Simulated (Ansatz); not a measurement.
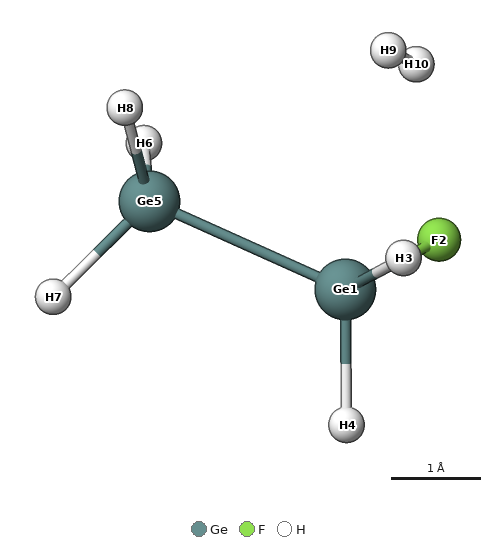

Figure 1. The structure as given in the input (ball-and-stick view, seen at a tilt; atoms are numbered from 1 in the order of the input). Sticks mark near contacts.

# Geometry relaxation of Ge$_{2}$H$_{7}$F (part 1 of 2)

The run: geometry relaxation of Ge$_{2}$H$_{7}$F. Method and program: RKS B3LYP/def2-mTZVP (Ansatz 0.2.0).

It belongs to a series of runs on one base structure; here: end point A relaxed. Figures and captions count atoms from 1; the log counts them from 0 in places.

**The input**
```yaml
crystal:
  periodic: [false, false, false]
  atoms:
    - { symbol: Ge, position_ang: [-0.114299, 0.114488, -0.071971] }
    - { symbol: F, position_ang: [-0.16171, 0.136796, 1.651801] }
    - { symbol: H, position_ang: [1.374327, 0.199806, -0.472199] }
    - { symbol: H, position_ang: [-0.817002, 1.429305, -0.483795] }
    - { symbol: Ge, position_ang: [-1.269576, -1.904126, -0.880758] }
    - { symbol: H, position_ang: [-2.048609, -2.552689, 0.277278] }
    - { symbol: H, position_ang: [-2.258662, -1.540621, -2.005363] }
    - { symbol: H, position_ang: [-0.251352, -2.919197, -1.435533] }
    - { symbol: H, position_ang: [1.271391, -1.95156, 1.123223] }
    - { symbol: H, position_ang: [0.958192, -1.674, 1.692918] }
basis:
  gaussian: { orbitals: def2-mTZVP }
hamiltonian:
  xc: b3lyp
relax:
  f_tol: 0.03
  max_steps: 50
output:
  orbitals: {}
```

Run on 4 threads of Arm Neoverse V1, 24 GiB of memory available, shared host.

Launch command:
```bash
ansatz run input.yaml --threads 4 --pin off --max-ram 5120MiB --backend cpu --events-out ev --progress --plain --runs-dir out
```

**What the program printed**
```
The last accepted step is kept in [file] (removed where the run ends without a failure and the disk answers)
Engine: ansatz 0.2.0, aarch64-unknown-linux-gnu
Functional definition: B3LYP
  parameter a0 = 0.2
  parameter ax = 0.72
  parameter ac = 0.81
  exchange = (1 - a0 - ax)*slater_x + ax*b88_x + a0*exact_x
  correlation = (1 - ac)*vwn_rpa_c + ac*lyp_c
1141 factors; integrals over basis functions are off by at most 5.5e-4 eV
mean field evaluation 1: about -115868.7489 eV, gradient 4.4e1 eV
mean field evaluation 2: about -115863.4271 eV, gradient 7.7e1 eV
mean field evaluation 4: about -115871.1456 eV, gradient 2.8e0 eV
mean field evaluation 8: about -115871.1581 eV, gradient 6.9e-2 eV
mean field -115871.15813819 eV, -4258.1865212867 hartree, gradient 3.4e-5 eV, S^2 0.000000; 0 other end points of the search recorded, 0 dependent functions left out
the calculation of the forces begins
reference -115871.15842223 eV, -4258.1865317248 hartree; 40, 40 occupied and 72, 72 virtual orbitals, 1141 factors
relax step   1: F+E_penalty+E_count = -115871.15813819 eV  Δ(F+E_penalty+E_count) = +0.000e0 eV  max|allowed force component| = 1.420e0 eV/Å  Δτ_max = 0.0000 Å  (25 SCF iters, accepted)
these checks for a lower state are left out or cut short: starts, cluster_reference, orbital_swaps, neighbouring_geometries, increment
1141 factors; integrals over basis functions are off by at most 5.5e-4 eV
mean field evaluation 16: about -115871.2624 eV, gradient 2.7e0 eV
mean field -115871.29053057 eV, -4258.1913866169 hartree, gradient 8.8e-5 eV, S^2 0.000000; 0 other end points of the search recorded, 0 dependent functions left out
[... from here on the field's lines of each further geometry are left out, up to the last ...]
relax step   2: F+E_penalty+E_count = -115871.29053057 eV  Δ(F+E_penalty+E_count) = -1.324e-1 eV  max|allowed force component| = 6.526e-1 eV/Å  Δτ_max = 0.1949 Å  (25 SCF iters, accepted)
relax step   3: F+E_penalty+E_count = -115871.33661558 eV  Δ(F+E_penalty+E_count) = -4.609e-2 eV  max|allowed force component| = 2.124e-1 eV/Å  Δτ_max = 0.1902 Å  (28 SCF iters, accepted)
relax step   4: F+E_penalty+E_count = -115871.35423498 eV  Δ(F+E_penalty+E_count) = -1.762e-2 eV  max|allowed force component| = 1.663e-1 eV/Å  Δτ_max = 0.2000 Å  (25 SCF iters, accepted)
relax step   5: F+E_penalty+E_count = -115871.36341697 eV  Δ(F+E_penalty+E_count) = -9.182e-3 eV  max|allowed force component| = 2.002e-1 eV/Å  Δτ_max = 0.1948 Å  (25 SCF iters, accepted)
relax step   6: F+E_penalty+E_count = -115871.37057796 eV  Δ(F+E_penalty+E_count) = -7.161e-3 eV  max|allowed force component| = 1.609e-1 eV/Å  Δτ_max = 0.1564 Å  (28 SCF iters, accepted)
relax step   7: F+E_penalty+E_count = -115871.37427826 eV  Δ(F+E_penalty+E_count) = -3.700e-3 eV  max|allowed force component| = 5.665e-2 eV/Å  Δτ_max = 0.0567 Å  (27 SCF iters, accepted)
relax step   8: F+E_penalty+E_count = -115871.38042080 eV  Δ(F+E_penalty+E_count) = -6.143e-3 eV  max|allowed force component| = 2.543e-2 eV/Å  Δτ_max = 0.1192 Å  (28 SCF iters, accepted)
relax step   9: F+E_penalty+E_count = -115871.37157333 eV  Δ(F+E_penalty+E_count) = +8.847e-3 eV  max|allowed force component| = 6.306e-1 eV/Å  Δτ_max = 0.1955 Å  (27 SCF iters, rejected (line search))
relax step  10: F+E_penalty+E_count = -115871.38439039 eV  Δ(F+E_penalty+E_count) = -3.970e-3 eV  max|allowed force component| = 9.779e-2 eV/Å  Δτ_max = 0.0953 Å  (27 SCF iters, accepted)
relax step  11: F+E_penalty+E_count = -115871.38646764 eV  Δ(F+E_penalty+E_count) = -2.077e-3 eV  max|allowed force component| = 1.854e-1 eV/Å  Δτ_max = 0.0975 Å  (26 SCF iters, accepted)
relax step  12: F+E_penalty+E_count = -115871.38532947 eV  Δ(F+E_penalty+E_count) = +1.138e-3 eV  max|allowed force component| = 3.107e-1 eV/Å  Δτ_max = 0.1118 Å  (27 SCF iters, rejected (line search))
relax step  13: F+E_penalty+E_count = -115871.39031806 eV  Δ(F+E_penalty+E_count) = -3.850e-3 eV  max|allowed force component| = 1.116e-1 eV/Å  Δτ_max = 0.0546 Å  (27 SCF iters, accepted)
relax step  14: F+E_penalty+E_count = -115871.39277846 eV  Δ(F+E_penalty+E_count) = -2.460e-3 eV  max|allowed force component| = 6.054e-2 eV/Å  Δτ_max = 0.0719 Å  (26 SCF iters, accepted)
relax step  15: F+E_penalty+E_count = -115871.39503783 eV  Δ(F+E_penalty+E_count) = -2.259e-3 eV  max|allowed force component| = 1.225e-1 eV/Å  Δτ_max = 0.1097 Å  (26 SCF iters, accepted)
relax step  16: F+E_penalty+E_count = -115871.39582945 eV  Δ(F+E_penalty+E_count) = -7.916e-4 eV  max|allowed force component| = 1.048e-1 eV/Å  Δτ_max = 0.0447 Å  (26 SCF iters, accepted)
relax step  17: F+E_penalty+E_count = -115871.39648648 eV  Δ(F+E_penalty+E_count) = -6.570e-4 eV  max|allowed force component| = 7.529e-2 eV/Å  Δτ_max = 0.0347 Å  (28 SCF iters, accepted)
relax step  18: F+E_penalty+E_count = -115871.39702138 eV  Δ(F+E_penalty+E_count) = -5.349e-4 eV  max|allowed force component| = 5.076e-2 eV/Å  Δτ_max = 0.0573 Å  (27 SCF iters, accepted)
relax step  19: F+E_penalty+E_count = -115871.39719417 eV  Δ(F+E_penalty+E_count) = -1.728e-4 eV  max|allowed force component| = 6.076e-2 eV/Å  Δτ_max = 0.0323 Å  (22 SCF iters, accepted)
relax step  20: F+E_penalty+E_count = -115871.39738152 eV  Δ(F+E_penalty+E_count) = -1.873e-4 eV  max|allowed force component| = 3.941e-2 eV/Å  Δτ_max = 0.0252 Å  (22 SCF iters, accepted)
relax step  21: F+E_penalty+E_count = -115871.39772793 eV  Δ(F+E_penalty+E_count) = -3.464e-4 eV  max|allowed force component| = 2.617e-2 eV/Å  Δτ_max = 0.1016 Å  (27 SCF iters, accepted)
relax step  22: F+E_penalty+E_count = -115871.39795204 eV  Δ(F+E_penalty+E_count) = -2.241e-4 eV  max|allowed force component| = 3.913e-2 eV/Å  Δτ_max = 0.1173 Å  (27 SCF iters, accepted)
relax step  23: F+E_penalty+E_count = -115871.39817868 eV  Δ(F+E_penalty+E_count) = -2.266e-4 eV  max|allowed force component| = 3.632e-2 eV/Å  Δτ_max = 0.0121 Å  (22 SCF iters, accepted)
relax step  24: F+E_penalty+E_count = -115871.39835208 eV  Δ(F+E_penalty+E_count) = -1.734e-4 eV  max|allowed force component| = 3.354e-2 eV/Å  Δτ_max = 0.0172 Å  (23 SCF iters, accepted)
relax step  25: F+E_penalty+E_count = -115871.39870449 eV  Δ(F+E_penalty+E_count) = -3.524e-4 eV  max|allowed force component| = 5.552e-2 eV/Å  Δτ_max = 0.0940 Å  (27 SCF iters, accepted)
relax step  26: F+E_penalty+E_count = -115871.39881301 eV  Δ(F+E_penalty+E_count) = -1.085e-4 eV  max|allowed force component| = 5.422e-2 eV/Å  Δτ_max = 0.0361 Å  (23 SCF iters, accepted)
relax step  27: F+E_penalty+E_count = -115871.39893572 eV  Δ(F+E_penalty+E_count) = -1.227e-4 eV  max|allowed force component| = 4.321e-2 eV/Å  Δτ_max = 0.0400 Å  (23 SCF iters, accepted)
relax step  28: F+E_penalty+E_count = -115871.39903382 eV  Δ(F+E_penalty+E_count) = -9.810e-5 eV  max|allowed force component| = 3.282e-2 eV/Å  Δτ_max = 0.0324 Å  (23 SCF iters, accepted)
relax step  29: F+E_penalty+E_count = -115871.39907222 eV  Δ(F+E_penalty+E_count) = -3.839e-5 eV  max|allowed force component| = 2.118e-2 eV/Å  Δτ_max = 0.0562 Å  (28 SCF iters, accepted)
relax step  30: F+E_penalty+E_count = -115871.39902168 eV  Δ(F+E_penalty+E_count) = +5.053e-5 eV  max|allowed force component| = 3.637e-2 eV/Å  Δτ_max = 0.0686 Å  (28 SCF iters, rejected (line search))
the calculation of the forces begins
reference -115871.39950591 eV, -4258.1953913868 hartree; 40, 40 occupied and 72, 72 virtual orbitals, 1141 factors
relax step  31: F+E_penalty+E_count = -115871.39918094 eV  Δ(F+E_penalty+E_count) = -1.087e-4 eV  max|allowed force component| = 1.386e-2 eV/Å  Δτ_max = 0.0335 Å  (23 SCF iters, accepted)
1141 factors; integrals over basis functions are off by at most 5.8e-4 eV
mean field evaluation 224: about -115871.3992 eV, gradient 1.3e-3 eV
```

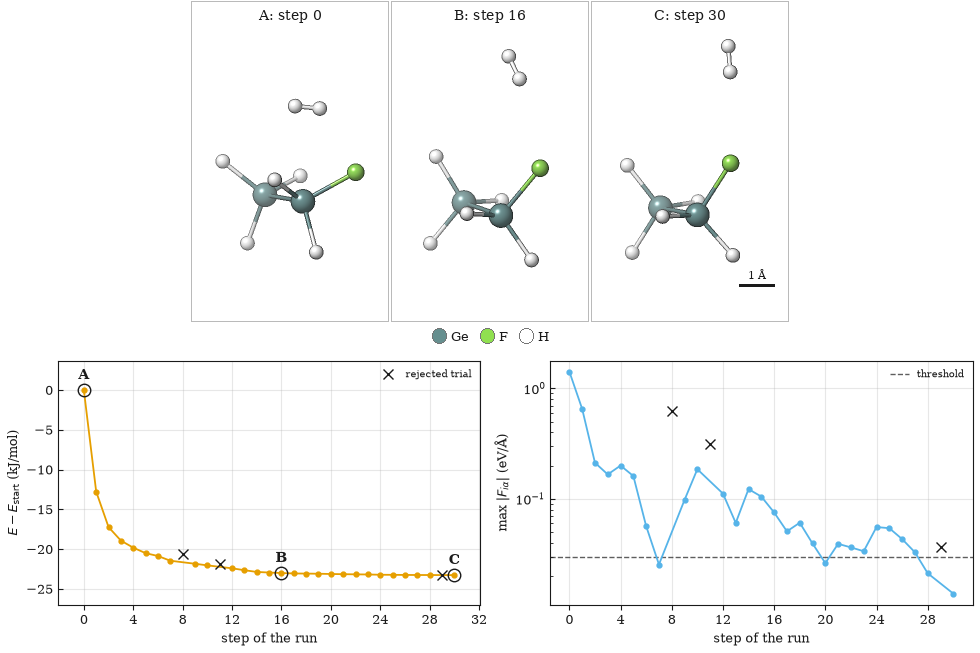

Figure 2. Frames of the relaxation (ball-and-stick view, seen at a tilt) above the curves, on which the letters mark them (the first geometry is step 0 here and step 1 in the log).

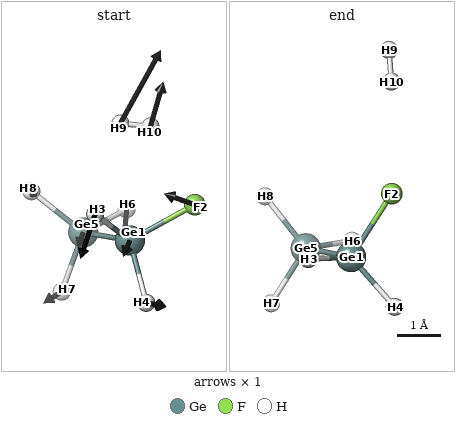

Figure 3. Before (left) and after (right) the relaxation, at one scale (ball-and-stick view, seen at a tilt). The black arrows give the displacements, at true length. After 30 geometry steps the energy has fallen by 23.3 kJ/mol. The largest force component goes from 1.4 to 0.014 eV/Å. The line search rejected the trial steps at points 8, 11, 29 (counted from 0) and went back. H9 moves most after the best rigid fit: 1.97 Å. By element the largest moves are H 1.97 Å, F 0.79 Å, Ge 0.43 Å. Among the contacts that change: Ge1–F2 1.725 → 1.771 Å, H9–H10 0.707 → 0.743 Å, Ge1–Ge5 2.462 → 2.442 Å, Ge1–H4 1.547 → 1.543 Å. Among the angles that change: F2–Ge1–Ge5 109.0° → 106.6°. (Atoms are counted from 1 in the order of the input.)

```
mean field -115871.39918094 eV, -4258.1953794444 hartree, gradient 1.5e-5 eV, S^2 0.000000; 1 other end points of the search recorded, 0 dependent functions left out
the calculation of the forces begins
reference -115871.39950591 eV, -4258.1953913868 hartree; 40, 40 occupied and 72, 72 virtual orbitals, 1141 factors
Total energy: -115871.39950591 eV, -4258.1953913868 hartree
Atom 0 at    -0.342225     0.249970    -0.362280 Å, force     0.003349     0.001622    -0.011150 eV/Å
Atom 1 at     0.394248    -0.208963     1.181081 Å, force    -0.004573     0.003198    -0.009523 eV/Å
Atom 2 at     0.831635     0.708476    -1.252390 Å, force    -0.011375     0.002138     0.013856 eV/Å
Atom 3 at    -1.265489     1.440979    -0.033040 Å, force     0.011194    -0.004543     0.001392 eV/Å
Atom 4 at    -1.513170    -1.726434    -1.191764 Å, force    -0.000624    -0.013406     0.008574 eV/Å
Atom 5 at    -2.565215    -2.179818    -0.166374 Å, force    -0.002211     0.004624     0.000722 eV/Å
Atom 6 at    -2.218432    -1.378806    -2.516936 Å, force     0.006048     0.000273     0.000559 eV/Å
Atom 7 at    -0.509275    -2.865354    -1.436302 Å, force    -0.002456     0.005982    -0.005287 eV/Å
Atom 8 at     2.123985    -2.631597     2.740355 Å, force    -0.001877     0.002568    -0.000706 eV/Å
Atom 9 at     1.746638    -2.070251     2.433250 Å, force     0.002524    -0.002456     0.001563 eV/Å
Dipole moment:    -0.259209     0.066674    -0.458782 e Å
```

**Trajectory as extended XYZ (Å, eV, eV/Å), 21 of the 31 frames kept, from step=1 to step=31**
```
10
Properties=species:S:1:pos:R:3:forces:R:3 step=1 energy=-115871.15814
Ge   -0.1143    0.1145   -0.0720   -0.1140   0.2175  -1.4199
F    -0.1617    0.1368    1.6518   -0.1966   0.2096   1.2198
H     1.3743    0.1998   -0.4722   -0.0267  -0.0431   0.0174
H    -0.8170    1.4293   -0.4838   -0.0200  -0.0459   0.0061
Ge   -1.2696   -1.9041   -0.8808    0.0182   0.0268   0.0282
H    -2.0486   -2.5527    0.2773    0.0158   0.0209  -0.0075
H    -2.2587   -1.5406   -2.0054    0.0202   0.0272   0.0085
H    -0.2514   -2.9192   -1.4355   -0.0055   0.0249   0.0197
H     1.2714   -1.9516    1.1232    0.7726  -0.7992  -1.0142
H     0.9582   -1.6740    1.6929   -0.4639   0.3613   1.1419
10
Properties=species:S:1:pos:R:3:forces:R:3 step=3 energy=-115871.33662
Ge   -0.1785    0.1865   -0.1421   -0.0190   0.0017  -0.2124
F    -0.2591    0.2173    1.6185   -0.0116   0.0169   0.1789
H     1.3221    0.2522   -0.4971   -0.0340   0.0092   0.0169
H    -0.8884    1.4825   -0.5758   -0.0191   0.0348  -0.0267
Ge   -1.2944   -1.8640   -0.8939    0.0213  -0.0084  -0.0038
H    -2.0619   -2.5063    0.2736    0.0078   0.0281  -0.0069
H    -2.2806   -1.5284   -2.0287    0.0024  -0.0011  -0.0007
H    -0.2495   -2.8628   -1.4267   -0.0182   0.0123   0.0072
H     1.4706   -2.2319    1.2860   -0.0872   0.0820   0.2066
H     1.1025   -1.8068    1.7818    0.1576  -0.1754  -0.1592
10
Properties=species:S:1:pos:R:3:forces:R:3 step=4 energy=-115871.35424
Ge   -0.2077    0.2181   -0.1927    0.0161  -0.0497  -0.1048
F    -0.2255    0.1779    1.5711   -0.0260   0.0507   0.1663
H     1.2845    0.3037   -0.5721   -0.0161   0.0330  -0.0283
H    -0.9445    1.5211   -0.5656    0.0015  -0.0171  -0.0137
Ge   -1.3070   -1.8459   -0.9243   -0.0152   0.0224  -0.0237
H    -2.0699   -2.4680    0.2552   -0.0018   0.0157   0.0125
H    -2.2995   -1.5287   -2.0570   -0.0126  -0.0047  -0.0266
H    -0.2665   -2.8518   -1.4465    0.0114   0.0051   0.0020
H     1.5487   -2.3277    1.4433   -0.0277   0.0223   0.0917
H     1.1704   -1.8606    1.8843    0.0705  -0.0775  -0.0754
10
Properties=species:S:1:pos:R:3:forces:R:3 step=5 energy=-115871.36342
Ge   -0.2309    0.2331   -0.2062    0.0184   0.1389  -0.0170
F    -0.1996    0.2379    1.5655   -0.0296  -0.0541  -0.0619
H     1.2476    0.3649   -0.6264   -0.0176  -0.0147  -0.0062
H    -1.0029    1.5167   -0.5819    0.0050  -0.0249   0.0078
Ge   -1.3215   -1.8296   -0.9489    0.0183  -0.0200   0.0596
H    -2.0837   -2.4291    0.2421   -0.0251  -0.0278  -0.0062
H    -2.3073   -1.5375   -2.0949    0.0063   0.0357   0.0049
H    -0.2697   -2.8329   -1.4511    0.0077  -0.0133   0.0093
H     1.6247   -2.4554    1.5692   -0.1443   0.1803   0.1530
H     1.2261   -1.9299    1.9281    0.1608  -0.2002  -0.1433
10
Properties=species:S:1:pos:R:3:forces:R:3 step=7 energy=-115871.37428
Ge   -0.2515    0.2614   -0.2441   -0.0363  -0.0039   0.0160
F    -0.1521    0.1923    1.5232    0.0067   0.0043  -0.0301
H     1.2025    0.4329   -0.7246    0.0101  -0.0006  -0.0065
H    -1.0680    1.5333   -0.5504   -0.0025   0.0056   0.0121
Ge   -1.3350   -1.8137   -0.9630    0.0265   0.0096   0.0154
H    -2.1410   -2.3933    0.2089   -0.0160   0.0025   0.0053
H    -2.2832   -1.5219   -2.1401   -0.0015   0.0040  -0.0156
H    -0.2784   -2.8354   -1.4152    0.0043  -0.0118  -0.0032
H     1.6910   -2.5517    1.7371    0.0358  -0.0567  -0.0081
H     1.2984   -1.9657    1.9639   -0.0271   0.0469   0.0149
```
